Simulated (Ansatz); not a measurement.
BH₄SOCl: several calculations on one system

Part 1: Relaxation

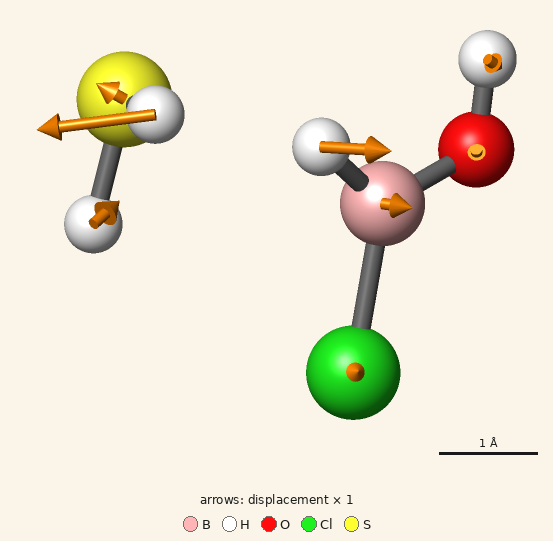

This is a relaxation of BH4SOCl. The starting structure is drawn; orange arrows show the displacements, at their true length. The two geometries are superimposed by the best rigid fit.

The picture is a ball-and-stick view, seen at a tilt.

The run prepares an end point of a later path (reaction) calculation, from a guessed geometry.

The calculation used RHF/def2-SVP in Ansatz.

The input:
```yaml
crystal:
  periodic: [false, false, false]
  atoms:
    - { symbol: B, position_ang: [-0.091689, -0.367142, -0.151803] }
    - { symbol: H, position_ang: [-0.037003, -0.403889, 1.036737] }
    - { symbol: O, position_ang: [0.974759, -0.418886, -0.942696] }
    - { symbol: H, position_ang: [1.805568, -0.420886, -0.493707] }
    - { symbol: Cl, position_ang: [-1.70019, -0.347648, -0.90554] }
    - { symbol: S, position_ang: [-0.096778, 2.496602, 1.041213] }
    - { symbol: H, position_ang: [-1.321623, 2.59865, 0.522138] }
    - { symbol: H, position_ang: [-0.366044, 1.3223, 1.689558] }
basis:
  gaussian: { orbitals: def2-SVP }
hamiltonian:
  xc: hf
relax:
  f_tol: 0.03
  max_steps: 50
```

Launched with:
```bash
ansatz run input.yaml --threads 1 --pin off --max-ram 2048MiB --backend cpu --events-out ev --progress --plain --runs-dir out
```

**Atoms of which element are displaced furthest, and by how much?**

Hydrogen: up to 1.25 Å, against 0.35 Å for sulfur.

**Describe the change and its energy.**

Over 17 accepted moves (19 points after the start) the energy falls by 6.57 kcal/mol. The largest force component goes from 1.2 to 0.022 eV/Å. The line search rejected the trial steps at points 5, 13 of the run. The forces were under the threshold at step 14, but the run went on from there. The atom that moves furthest after the best rigid fit is H8 (1.25 Å). Largest moves by element: H 1.25 Å, S 0.35 Å, B 0.34 Å, Cl 0.20 Å, O 0.17 Å. Among the contacts that change: S6–H8 1.368 → 1.335 Å. Cost: 30 s on 1 thread of Arm Neoverse V2, on a shared host, peak memory 0.15 GiB.

Limits of the set-up: Hartree-Fock leaves out electron correlation.

Part 2: Relaxation

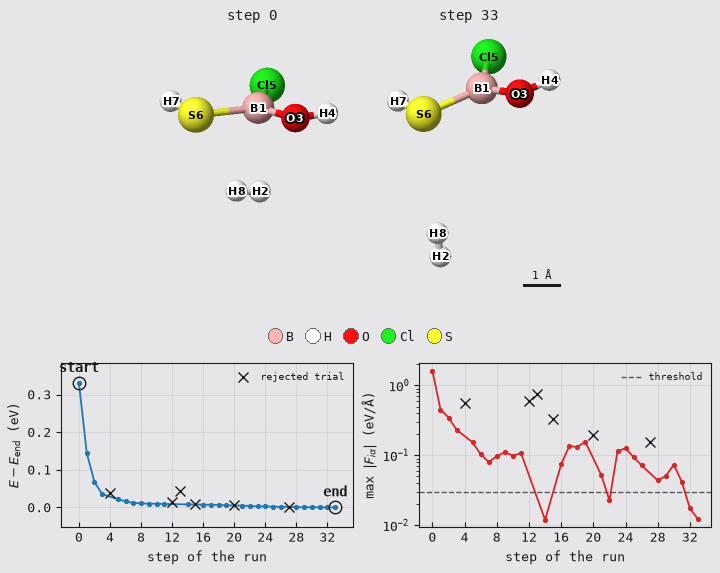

First and last geometry of a relaxation of BH$_{4}$SOCl, with the history of the run. Style: ball-and-stick. Shown face on.

The run prepares an end point of a later path (reaction) calculation, from a guessed geometry.

All numbers below come from RHF/def2-SVP in Ansatz. (no spin polarisation; force threshold 0.03 eV/Å; at most 50 steps)

> Did the run converge, and what did it change?

It converged. Over 27 accepted moves (33 points after the start) the energy falls by 0.330 eV. Largest force component: 1.6 eV/Å at the start, 0.012 eV/Å at the end. The line search rejected the trial steps at points 4, 12, 13, 15, 20, 27 of the run. The forces were under the threshold at step 14, but the run went on from there. The largest move after the best rigid fit is that of H2, 2.06 Å. Largest moves by element: H 2.06 Å, Cl 0.84 Å, O 0.72 Å, B 0.59 Å, S 0.33 Å. Some distances before and after: B1–S6 1.862 → 1.818 Å, H2–H8 0.710 → 0.747 Å. The run took 48 s on 1 thread of Arm Neoverse V2, with other jobs on the host, peak memory 0.15 GiB.

| step | E − E(0), eV | largest force component, eV/Å | note |
| --- | --- | --- | --- |
| 0 | 0.0000 | 1.6312 |  |
| 1 | -0.1854 | 0.4534 |  |
| 2 | -0.2632 | 0.3477 |  |
| 3 | -0.2951 | 0.2329 |  |
| 4 | -0.2930 | 0.5578 | rejected |
| 5 | -0.3085 | 0.1531 |  |
| 6 | -0.3144 | 0.1034 |  |
| 7 | -0.3182 | 0.0802 |  |
| 8 | -0.3198 | 0.0973 |  |
| 9 | -0.3204 | 0.1116 |  |
| 10 | -0.3208 | 0.0985 |  |
| 11 | -0.3213 | 0.1085 |  |
| 12 | -0.3151 | 0.5990 | rejected |
| 14 | -0.3223 | 0.0119 |  |
| 15 | -0.3218 | 0.3335 | rejected |
| 16 | -0.3229 | 0.0745 |  |
| 17 | -0.3233 | 0.1357 |  |
| 18 | -0.3238 | 0.1320 |  |
| 20 | -0.3244 | 0.1963 | rejected |
| 21 | -0.3255 | 0.0519 |  |
| 22 | -0.3266 | 0.0226 |  |
| 23 | -0.3275 | 0.1147 |  |
| 25 | -0.3283 | 0.0944 |  |
| 26 | -0.3290 | 0.0718 |  |
| 27 | -0.3285 | 0.1539 | rejected |
| 28 | -0.3294 | 0.0438 |  |
| 29 | -0.3299 | 0.0508 |  |
| 31 | -0.3302 | 0.0416 |  |
| 32 | -0.3303 | 0.0174 |  |
| 33 | -0.3304 | 0.0123 |  |

Limits of the set-up: the start holds two separate molecules, 2.4 Å apart at their closest, whose relative position is a soft coordinate and is computed without a dispersion correction; Hartree-Fock leaves out electron correlation.

Part 3: Path

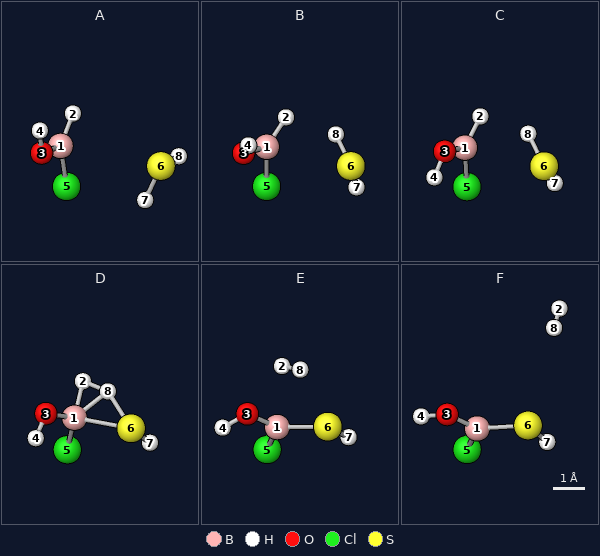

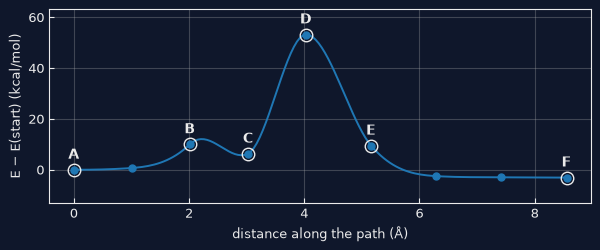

NEB run on BH₄SOCl, made up at the start of BH2OCl and H2S. Images are numbered from 0 (start) to 8 (end). Frames A to F are images 0, 2, 3, 4, 5, 8. A ball-and-stick model, seen from a free direction.

All numbers below come from Ansatz, RHF/def2-SVP. Run with 7 movable images; climbing image; force threshold 0.05 eV/Å; iteration limit 60; starting path through a guess of the saddle point.

What happens along the path, and what is the barrier?

The path has more than one stage, and so few images may leave a stage unresolved. Breaking: B1–H2 (1.19 → 1.32 at the top → 4.89 Å), S6–H8 (1.34 → 1.67 at the top → 3.54 Å). Forming: B1–S6 (3.72 → 2.11 at the top → 1.82 Å), H2–H8 (3.85 → 1.02 at the top → 0.75 Å). The highest point, image 4, lies 53.2 kcal/mol above the start and 56.3 kcal/mol above the end; the end is at −3.1 kcal/mol relative to the start. The profile has 2 maxima (images 2, 4) with a dip at image 3 (+6.3 kcal/mol), so the process runs in steps. The band converged in 22 iterations. The largest component of the band force went from 14 to 0.05 eV/Å. The climbing image converged on the top of the path. Its vibrational analysis gives one imaginary mode (1441i cm⁻¹), as a transition state must have.

Limits of the set-up: the start holds two separate molecules, 3.4 Å apart at their closest, whose relative position is a soft coordinate and is computed without a dispersion correction; Hartree-Fock leaves out electron correlation.
